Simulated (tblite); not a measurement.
**Geometry relaxation of C₅H₁₇ClF₂O₅Si₅ (part 2 of 3)**

Continued. System: C₅H₁₇ClF₂O₅Si₅. Method: GFN2-xTB geometry optimisation, gas phase (tblite 0.8.0). The run did not end well. The run did not end well; see the last part.

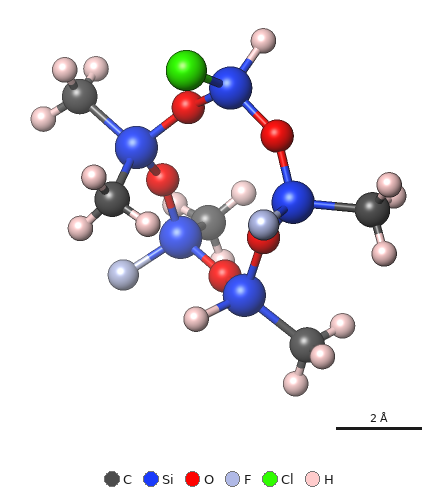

Fig. 1: The geometry at step 160 of the log (ball-and-stick view, seen at a tilt).

The program's output, continued:
```
486   -1717.09674    0.007
487   -1717.09675    0.007
488   -1717.09677    0.010
489   -1717.09678    0.009
490   -1717.09679    0.005
491   -1717.09680    0.005
492   -1717.09682    0.008
493   -1717.09683    0.011
494   -1717.09685    0.010
495   -1717.09686    0.005
496   -1717.09687    0.005
497   -1717.09687    0.007
498   -1717.09688    0.009
499   -1717.09689    0.007
500   -1717.09690    0.006
501   -1717.09691    0.006
502   -1717.09692    0.008
503   -1717.09693    0.008
504   -1717.09694    0.007
505   -1717.09695    0.007
506   -1717.09697    0.009
507   -1717.09698    0.011
508   -1717.09700    0.008
509   -1717.09702    0.009
510   -1717.09704    0.008
511   -1717.09706    0.010
512   -1717.09709    0.010
513   -1717.09712    0.012
514   -1717.09715    0.012
515   -1717.09718    0.012
516   -1717.09721    0.014
517   -1717.09725    0.012
518   -1717.09730    0.014
519   -1717.09733    0.014
520   -1717.09737    0.012
521   -1717.09741    0.014
522   -1717.09744    0.012
523   -1717.09747    0.012
524   -1717.09750    0.015
525   -1717.09753    0.016
526   -1717.09757    0.014
527   -1717.09761    0.013
528   -1717.09765    0.013
529   -1717.09770    0.015
530   -1717.09775    0.012
531   -1717.09779    0.011
532   -1717.09783    0.013
533   -1717.09789    0.020
534   -1717.09796    0.026
535   -1717.09807    0.025
536   -1717.09820    0.022
537   -1717.09833    0.022
538   -1717.09846    0.025
539   -1717.09860    0.034
540   -1717.09868    0.027
541   -1717.09881    0.017
542   -1717.09888    0.019
543   -1717.09897    0.020
544   -1717.09904    0.018
545   -1717.09913    0.020
546   -1717.09921    0.016
547   -1717.09929    0.017
548   -1717.09938    0.018
549   -1717.09949    0.018
550   -1717.09960    0.018
551   -1717.09969    0.015
552   -1717.09977    0.017
553   -1717.09985    0.030
554   -1717.09998    0.025
555   -1717.10017    0.029
556   -1717.10042    0.026
557   -1717.10060    0.025
558   -1717.10082    0.031
559   -1717.10101    0.025
560   -1717.10116    0.025
561   -1717.10126    0.042
562   -1717.10140    0.037
563   -1717.10151    0.025
564   -1717.10169    0.021
565   -1717.10181    0.022
566   -1717.10195    0.017
567   -1717.10206    0.016
568   -1717.10216    0.015
569   -1717.10224    0.022
570   -1717.10233    0.024
571   -1717.10244    0.019
572   -1717.10256    0.018
573   -1717.10268    0.020
574   -1717.10279    0.024
575   -1717.10290    0.023
576   -1717.10301    0.023
577   -1717.10310    0.017
578   -1717.10321    0.019
579   -1717.10329    0.020
580   -1717.10340    0.023
581   -1717.10352    0.019
582   -1717.10361    0.015
583   -1717.10368    0.018
584   -1717.10374    0.017
585   -1717.10382    0.014
586   -1717.10391    0.017
587   -1717.10401    0.019
588   -1717.10410    0.019
```

Trajectory as extended XYZ (Å, eV, eV/Å), 12 frames, from step=0 to step=588:
```
35
Properties=species:S:1:pos:R:3:forces:R:3 step=0 energy=-1716.36219
C     2.7694   -2.9255    0.5230    0.2110  -0.3530   0.0910
Si    1.5777   -1.4974    0.3524   -0.9240   0.8500   0.4180
O     2.3325   -0.1405   -0.2102   -0.0210   0.7730   0.5120
Si    2.6911    1.3957    0.3011   -1.2680  -1.4010   0.2250
C     3.9339    2.2186   -0.7792    0.6110   0.5650  -0.9910
F     3.3669    1.2420    1.7529   -0.3230   0.0510   0.0470
O     1.3123    2.2768    0.4943    0.2770  -0.1850  -0.4150
Si    0.1075    2.8649   -0.4422   -0.8260  -0.3620   0.2060
Cl   -0.7833    4.3706    0.5957    0.4170  -0.6440  -0.3120
O    -1.0485    1.7192   -0.7473    0.7680   0.7030   0.3870
Si   -2.2256    0.8142   -0.0105    0.4630  -0.4160  -0.1320
C    -3.9137    1.5708   -0.3550   -0.1210   0.3170  -0.4840
C    -2.0119    0.7729    1.8649    0.5720   0.0110   0.0570
O    -2.1561   -0.7150   -0.6602    0.5200  -0.2160   0.3570
Si   -1.3277   -2.1256   -0.5026    0.7830   1.4130  -0.0390
C    -1.9086   -3.4163   -1.6971   -0.1030  -0.3790  -0.9580
F    -1.6128   -2.7015    0.9700    0.0250   0.0970   0.2370
O     0.3013   -1.8661   -0.6248   -0.4430  -0.0150   0.4910
H     3.5869   -2.6698    1.2018   -0.1670  -0.0670  -0.2400
H     2.2623   -3.8052    0.9326    0.1590   0.2450  -0.1790
H     3.1841   -3.1860   -0.4427    0.1830  -0.1850  -0.0210
H     1.0459   -1.1887    1.7074    0.0770  -0.0020  -0.3780
H     4.8659    1.6457   -0.8284   -0.2890   0.1600  -0.0340
H     3.5444    2.3274   -1.8055    0.3300   0.0170   0.4370
H     4.1888    3.2202   -0.4054   -0.1430  -0.3760  -0.1610
H     0.6368    3.4155   -1.7000   -0.2510  -0.3490   0.2990
H    -4.7004    0.9776    0.1007    0.0010   0.0830  -0.1060
H    -3.9679    2.5891    0.0534    0.0000  -0.4100  -0.2110
H    -4.0910    1.6243   -1.4357   -0.1440   0.0580   0.3580
H    -1.0141    0.3981    2.1356   -0.3730   0.1460  -0.0050
H    -2.7498    0.1195    2.3118   -0.0040  -0.0260   0.1410
H    -2.1257    1.7736    2.2856    0.0390  -0.2160   0.0170
H    -2.9764   -3.6143   -1.5884    0.2430   0.0390   0.0060
H    -1.7362   -3.0939   -2.7329   -0.1280  -0.1550   0.3190
H    -1.3694   -4.3584   -1.5689   -0.1520   0.2300   0.0580
35
Properties=species:S:1:pos:R:3:forces:R:3 step=53 energy=-1716.90081
C     2.7855   -2.8487    0.4405   -0.0020   0.0080  -0.0050
Si    1.5220   -1.4559    0.6639   -0.0070  -0.0460   0.0070
O     2.1310   -0.0688    0.0663    0.0280  -0.0640   0.0050
Si    2.6071    1.4456    0.2907   -0.0100  -0.0350  -0.0240
C     3.9877    1.9533   -0.8788    0.0180  -0.0020  -0.0180
F     3.0904    1.5444    1.8229   -0.0450   0.0410  -0.0100
O     1.3682    2.4751    0.2051   -0.0120   0.0140   0.0320
Si   -0.0312    2.9006   -0.4793   -0.0150  -0.0050  -0.0100
Cl   -0.7332    4.3625    0.6598    0.0110   0.0030  -0.0180
O    -1.0928    1.7021   -0.5351    0.0070  -0.0400   0.0500
Si   -2.2717    0.8108    0.1768    0.0010  -0.0240  -0.0070
C    -3.9080    1.4965   -0.4932    0.0040  -0.0060   0.0190
C    -1.9573    0.7339    2.0450   -0.0070   0.0070  -0.0360
O    -2.1549   -0.6860   -0.4721    0.0120  -0.0020   0.0080
Si   -1.3341   -2.0647   -0.3967    0.0130   0.0180   0.0210
C    -1.7851   -3.1973   -1.8261    0.0280   0.0250   0.0310
F    -1.7598   -2.7619    0.9997   -0.0200   0.0290  -0.0090
O     0.2528   -1.8335   -0.2741    0.0100  -0.0140  -0.0020
H     3.6898   -2.6768    1.0149   -0.0110   0.0340  -0.0040
H     2.3641   -3.7947    0.7667    0.0050   0.0130   0.0000
H     3.0724   -2.9637   -0.6017    0.0080   0.0160  -0.0070
H     1.0990   -1.2424    2.0437   -0.0050   0.0090  -0.0100
H     4.8247    1.2674   -0.8128    0.0430   0.0090   0.0160
H     3.6725    1.9868   -1.9159   -0.0680  -0.0400  -0.0150
H     4.3414    2.9460   -0.6199    0.0520   0.0040   0.0240
H     0.2045    3.2714   -1.8597   -0.0010   0.0370  -0.0090
H    -4.7674    0.9369   -0.1426    0.0050  -0.0230   0.0520
H    -4.0483    2.5348   -0.2137    0.0130   0.0160   0.0350
H    -3.9110    1.4467   -1.5782   -0.0010   0.0080  -0.0260
H    -0.9288    0.4215    2.2174   -0.0030   0.0200   0.0030
H    -2.6002    0.0058    2.5314   -0.0150   0.0380  -0.0080
H    -2.0960    1.6940    2.5343   -0.0250  -0.0150  -0.0160
H    -2.8502   -3.4066   -1.8057    0.0390  -0.0170  -0.0470
H    -1.5422   -2.7642   -2.7902   -0.0200  -0.0040   0.0070
H    -1.2524   -4.1384   -1.7372   -0.0310  -0.0090  -0.0270
35
Properties=species:S:1:pos:R:3:forces:R:3 step=106 energy=-1716.94642
C     2.9026   -2.7091    0.4119    0.0170   0.0050  -0.0080
Si    1.4989   -1.5096    0.8349    0.0170  -0.0200  -0.0070
O     1.9094   -0.0196    0.3335    0.0000   0.0120  -0.0040
Si    2.5186    1.4588    0.2421    0.0090   0.0160  -0.0240
C     4.0225    1.5857   -0.8831   -0.0060  -0.0060  -0.0060
F     2.9013    1.8772    1.7489   -0.0130  -0.0100   0.0220
O     1.3972    2.5258   -0.2072   -0.0130  -0.0080  -0.0170
Si   -0.1135    2.9331   -0.6083   -0.0060   0.0060  -0.0080
Cl   -0.6762    4.3932    0.6099    0.0130  -0.0140  -0.0060
O    -1.1271    1.7007   -0.4737    0.0070   0.0070  -0.0120
Si   -2.2878    0.7989    0.2473    0.0280   0.0110   0.0170
C    -3.9545    1.4625   -0.3649    0.0180  -0.0060   0.0080
C    -2.0223    0.8105    2.1229    0.0080   0.0020  -0.0090
O    -2.1170   -0.6930   -0.3898   -0.0060   0.0100   0.0020
Si   -1.3436   -2.1008   -0.3761   -0.0070   0.0020  -0.0090
C    -1.6206   -3.0338   -1.9860    0.0010   0.0020   0.0000
F    -1.9632   -2.9012    0.8824   -0.0160  -0.0140  -0.0050
O     0.2251   -1.9843   -0.0466    0.0010   0.0000  -0.0220
H     3.8200   -2.4475    0.9299   -0.0110   0.0110   0.0080
H     2.6502   -3.7294    0.6844   -0.0080   0.0300   0.0050
H     3.1145   -2.6994   -0.6552    0.0030  -0.0040   0.0060
H     1.1283   -1.4157    2.2407   -0.0050   0.0020   0.0250
H     4.7651    0.8375   -0.6237   -0.0070   0.0160   0.0100
H     3.7628    1.4444   -1.9278   -0.0080  -0.0030   0.0130
H     4.4880    2.5627   -0.7901   -0.0050  -0.0270   0.0010
H    -0.0849    3.3231   -2.0048    0.0040  -0.0070   0.0190
H    -4.7884    0.8968    0.0366    0.0100   0.0020  -0.0080
H    -4.0815    2.4994   -0.0691   -0.0130  -0.0130  -0.0090
H    -4.0138    1.4185   -1.4490   -0.0210   0.0010   0.0160
H    -0.9789    0.6074    2.3549   -0.0100  -0.0060   0.0030
H    -2.6257    0.0560    2.6196    0.0200   0.0120  -0.0160
H    -2.2737    1.7761    2.5538    0.0110  -0.0160   0.0050
H    -2.6772   -3.2352   -2.1313    0.0120  -0.0050  -0.0080
H    -1.2687   -2.4724   -2.8454   -0.0070   0.0070   0.0110
H    -1.0975   -3.9849   -1.9756   -0.0160   0.0060   0.0100
35
Properties=species:S:1:pos:R:3:forces:R:3 step=160 energy=-1716.99021
C     2.9632   -2.5068    0.5512   -0.0180  -0.0030   0.0040
Si    1.3582   -1.5454    0.8315   -0.0010  -0.0240  -0.0100
O     1.5346   -0.0162    0.3059   -0.0020   0.0010   0.0240
Si    2.2849    1.3959    0.1889    0.0180   0.0100  -0.0100
C     3.9440    1.3483   -0.6918    0.0350  -0.0050  -0.0170
F     2.4703    1.8998    1.7087   -0.0070   0.0020   0.0260
O     1.3336    2.4718   -0.5348   -0.0080   0.0130  -0.0120
Si   -0.1558    3.0566   -0.7765   -0.0280   0.0070  -0.0090
Cl   -0.5035    4.4468    0.5919   -0.0040   0.0070  -0.0080
O    -1.2899    1.9291   -0.6839   -0.0020  -0.0110   0.0090
Si   -2.1740    0.8502    0.1746    0.0390  -0.0150   0.0220
C    -3.9855    1.3265   -0.1159    0.0110  -0.0100   0.0000
C    -1.6355    0.8325    1.9899   -0.0030   0.0000  -0.0050
O    -1.9102   -0.5840   -0.5610    0.0010   0.0010  -0.0050
Si   -1.3554   -2.0899   -0.5154    0.0030   0.0120  -0.0030
C    -1.6617   -2.9860   -2.1410    0.0040   0.0090   0.0100
F    -2.1638   -2.7968    0.6928    0.0170   0.0050  -0.0100
O     0.1963   -2.2093   -0.0863   -0.0210   0.0100   0.0220
H     3.7706   -2.0472    1.1139   -0.0090  -0.0220  -0.0130
H     2.8713   -3.5346    0.8870    0.0140   0.0070  -0.0170
H     3.2606   -2.5254   -0.4947   -0.0350   0.0050   0.0150
H     0.9284   -1.4850    2.2254   -0.0020  -0.0010  -0.0160
H     4.6354    0.6949   -0.1704    0.0060  -0.0030   0.0160
H     3.8602    0.9905   -1.7126   -0.0330  -0.0110  -0.0020
H     4.3862    2.3384   -0.7284    0.0220   0.0100   0.0060
H    -0.1511    3.5414   -2.1396    0.0030   0.0010  -0.0050
H    -4.6603    0.6562    0.4045   -0.0080  -0.0170  -0.0040
H    -4.1808    2.3338    0.2370   -0.0060   0.0040  -0.0010
H    -4.2348    1.2941   -1.1720   -0.0110  -0.0060  -0.0080
H    -0.5675    0.6408    2.0649   -0.0240   0.0140   0.0020
H    -2.1536    0.0575    2.5482    0.0340   0.0140  -0.0070
H    -1.8342    1.7840    2.4769    0.0040  -0.0200  -0.0070
H    -2.7272   -3.0878   -2.3211    0.0110  -0.0010   0.0060
H    -1.2330   -2.4600   -2.9875    0.0070   0.0070   0.0160
H    -1.2315   -3.9822   -2.1141   -0.0100   0.0090  -0.0060
35
Properties=species:S:1:pos:R:3:forces:R:3 step=213 energy=-1717.00932
C     2.9349   -2.5160    0.4663    0.0030  -0.0010   0.0050
Si    1.3521   -1.5866    0.9281    0.0220  -0.0030  -0.0020
O     1.5160   -0.0037    0.5903    0.0060   0.0060  -0.0040
Si    2.2301    1.3954    0.2655    0.0020   0.0170   0.0060
C     3.8961    1.2601   -0.5958    0.0040   0.0010  -0.0030
F     2.3896    2.0920    1.7101   -0.0070   0.0030   0.0060
O     1.2644    2.3516   -0.5953    0.0040   0.0000  -0.0100
Si   -0.1681    3.0384   -0.9057   -0.0070  -0.0060   0.0010
Cl   -0.4052    4.5937    0.2981    0.0050   0.0010   0.0020
O    -1.3997    2.0352   -0.6935   -0.0060  -0.0070   0.0070
Si   -2.1820    0.9003    0.1905   -0.0290   0.0060   0.0050
C    -4.0326    1.2480   -0.0399   -0.0010  -0.0110   0.0050
C    -1.5488    0.8880    1.9742    0.0000  -0.0080  -0.0020
O    -1.8643   -0.5075   -0.5763    0.0060   0.0150  -0.0090
Si   -1.3539   -2.0259   -0.5115   -0.0020   0.0070   0.0000
C    -1.5796   -2.8955   -2.1619   -0.0070  -0.0010  -0.0100
F    -2.2320   -2.7250    0.6505    0.0000  -0.0070   0.0030
O     0.1711   -2.1764   -0.0125    0.0070  -0.0080  -0.0010
H     3.7853   -2.1175    1.0111   -0.0110   0.0010  -0.0070
H     2.8632   -3.5729    0.7020   -0.0160   0.0120  -0.0040
H     3.1533   -2.4314   -0.5961   -0.0050   0.0030   0.0170
H     0.9443   -1.6482    2.3262    0.0120  -0.0010   0.0100
H     4.5669    0.6192   -0.0331   -0.0020  -0.0050   0.0030
H     3.8034    0.8480   -1.5953   -0.0040  -0.0090  -0.0010
H     4.3673    2.2338   -0.6847    0.0030   0.0040   0.0000
H    -0.1202    3.3787   -2.3112   -0.0010  -0.0120  -0.0090
H    -4.6348    0.4940    0.4563    0.0140   0.0060   0.0100
H    -4.3111    2.2159    0.3651    0.0140  -0.0190  -0.0110
H    -4.3042    1.2398   -1.0920    0.0190   0.0140   0.0130
H    -0.4622    0.9178    1.9818   -0.0010   0.0030   0.0110
H    -1.8557   -0.0152    2.4932   -0.0110   0.0060   0.0020
H    -1.9053    1.7405    2.5459    0.0000  -0.0040  -0.0130
H    -2.6317   -2.9606   -2.4178   -0.0070   0.0000  -0.0100
H    -1.0742   -2.3703   -2.9653   -0.0020  -0.0030  -0.0080
H    -1.1837   -3.9050   -2.1210   -0.0020  -0.0010  -0.0040
35
Properties=species:S:1:pos:R:3:forces:R:3 step=267 energy=-1717.02954
C     2.9524   -2.4891    0.4058   -0.0060  -0.0030   0.0080
Si    1.3762   -1.6143    0.9805   -0.0050  -0.0050   0.0160
O     1.5488    0.0000    0.8775   -0.0030  -0.0070   0.0040
Si    2.1399    1.3654    0.2701   -0.0150  -0.0190  -0.0010
C     3.8676    1.1951   -0.4547    0.0010   0.0090  -0.0010
F     2.1294    2.3415    1.5497    0.0040   0.0000   0.0040
O     1.1623    2.0101   -0.8342   -0.0170   0.0040  -0.0010
Si   -0.2072    2.8081   -1.1746   -0.0040   0.0230   0.0100
Cl   -0.0049    4.7027   -0.6336   -0.0010  -0.0240  -0.0190
O    -1.4828    2.2635   -0.3684    0.0170   0.0180  -0.0130
Si   -2.1812    0.9730    0.3578   -0.0070   0.0050  -0.0190
C    -4.0505    1.1718    0.1181    0.0010   0.0050  -0.0030
C    -1.5800    0.8384    2.1458   -0.0020   0.0050  -0.0100
O    -1.7138   -0.3031   -0.5548   -0.0080  -0.0140  -0.0070
Si   -1.2969   -1.8509   -0.5685    0.0020  -0.0170   0.0040
C    -1.4877   -2.6281   -2.2698   -0.0010   0.0050  -0.0010
F    -2.2655   -2.5673    0.5088    0.0090  -0.0250   0.0080
O     0.1949   -2.1074   -0.0169    0.0140   0.0090  -0.0030
H     3.7870   -2.2383    1.0525    0.0040   0.0060  -0.0050
H     2.8376   -3.5677    0.4232   -0.0030  -0.0040  -0.0010
H     3.2224   -2.2024   -0.6080   -0.0040  -0.0050   0.0090
H     0.9655   -1.8236    2.3633    0.0060   0.0030   0.0020
H     4.5159    0.6676    0.2373    0.0020  -0.0010  -0.0030
H     3.8620    0.6457   -1.3905   -0.0060  -0.0120   0.0020
H     4.3121    2.1652   -0.6497    0.0020   0.0260   0.0050
H    -0.3649    2.6164   -2.6019    0.0030  -0.0020   0.0070
H    -4.5837    0.3355    0.5581    0.0030   0.0050   0.0000
H    -4.4198    2.0818    0.5784    0.0060  -0.0010   0.0040
H    -4.3081    1.2087   -0.9367    0.0010   0.0020   0.0080
H    -0.4944    0.8682    2.1828    0.0070  -0.0060   0.0050
H    -1.9027   -0.0968    2.5933    0.0040  -0.0050  -0.0020
H    -1.9547    1.6504    2.7616    0.0040   0.0060   0.0100
H    -2.5157   -2.5691   -2.6110   -0.0010   0.0070   0.0010
H    -0.8620   -2.1417   -3.0106   -0.0040   0.0020  -0.0030
H    -1.2087   -3.6766   -2.2347   -0.0040   0.0090  -0.0130
```
